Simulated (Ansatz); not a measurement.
Input file:

```
crystal:
  periodic: [false, false, false]
  atoms:
    - {symbol: Zn, position_ang: [0.467228, 0.380790, -1.049783]}
    - {symbol: S, position_ang: [-1.105559, 1.527337, 0.061916]}
    - {symbol: Zn, position_ang: [-0.467206, -0.380775, 1.049795]}
    - {symbol: S, position_ang: [1.105537, -1.527352, -0.061938]}
basis:
  gaussian: {orbitals: def2-TZVP, initial_orbitals: start.molden}
hamiltonian: {xc: pbe0, dispersion: d4}
scf: {omitted_lower_state_checks: [starts]}
output: {forces: true, orbitals: {seedname: orbitals}}
```

Command:

```sh
ansatz run in.yaml --threads 4 --pin off --events-out ev --progress --plain --max-ram 3916MiB
```

Geometry: PBE0-D4/def2-SVP.

These are results of RKS PBE0-D4/def2-TZVP (Ansatz 0.2.0), not measurements.

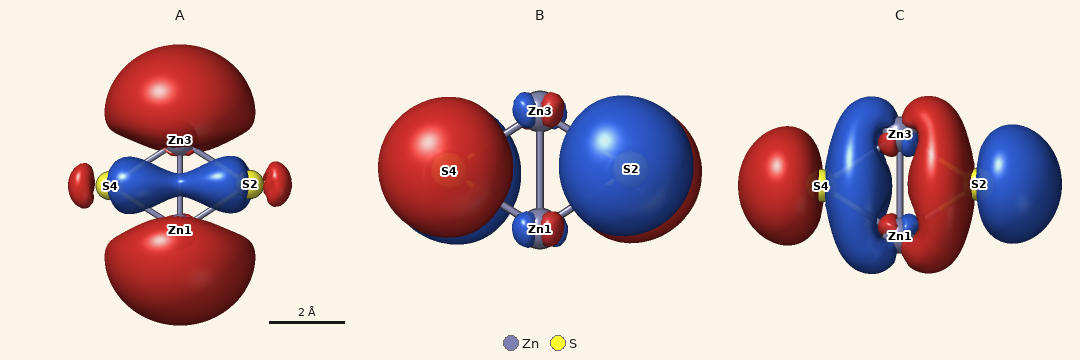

S₂Zn₂. Three frontier orbitals at ±0.06 Å⁻³ᐟ² (red and blue are the two phases), in no order.

Order the three orbitals by energy and name them.

Answer. C is the HOMO−1 (−7.21 eV). By Hirshfeld shares it lies mainly on S2 (about 40 %), S4 (about 40 %), Zn1 (about 10 %) and Zn3 (about 10 %); it is symmetric in the molecular plane (an in-plane orbital: σ, lone-pair or in-plane π type); it is ungerade (odd under inversion); largely a combination of lone pairs on S2 and S4. B is the HOMO (−6.61 eV). By Hirshfeld shares it lies mainly on S2 (about 45 %) and S4 (about 45 %); it changes sign across the molecular plane (π type); it is gerade (even under inversion). A is the LUMO (−3.20 eV). Its weight (Hirshfeld) is mainly on Zn1 (about 40 %), Zn3 (about 40 %), S2 (about 10 %) and S4 (about 10 %); it is gerade (even under inversion).

What is the HOMO–LUMO gap?

Answer. 3.41 eV between the orbital energies.
